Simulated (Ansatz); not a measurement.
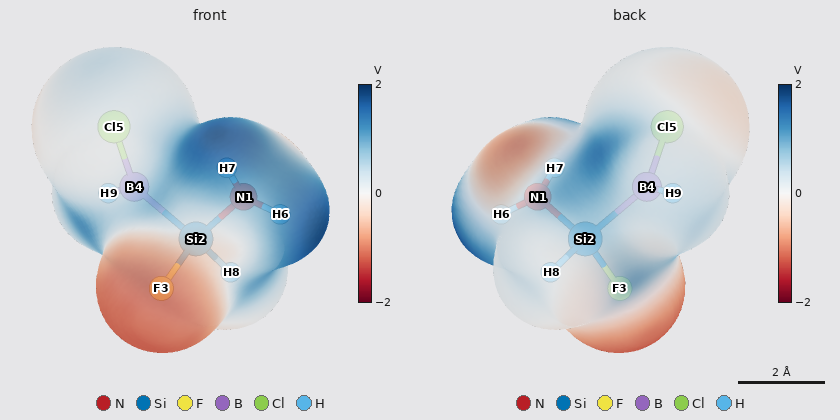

Figure 1: BClFH4NSi (SMILES N[SiH](F)BCl). The molecular electrostatic potential painted on the density surface at 0.002 e/bohr³, seen from the front and from behind; red is negative and blue positive.

Level of theory: Ansatz, RKS PBE-D4/cc-pVDZ.

```xyz
9

N     0.4796   -0.9725   -1.2515
Si    0.5253   -0.6814    0.4613
F     2.0322   -0.2278    1.0565
B    -0.7046    0.8820    0.8485
Cl   -0.8491    2.1554   -0.3690
H     0.9648   -1.7844   -1.6449
H     0.5738   -0.1647   -1.8757
H     0.2082   -1.9868    1.1413
H    -1.3479    1.0552    1.8617
```

**Describe the electrostatic potential map.**

The most negative region (about −1.2 V) lies over F3, the most positive (about +1.8 V) over H6 and H7.
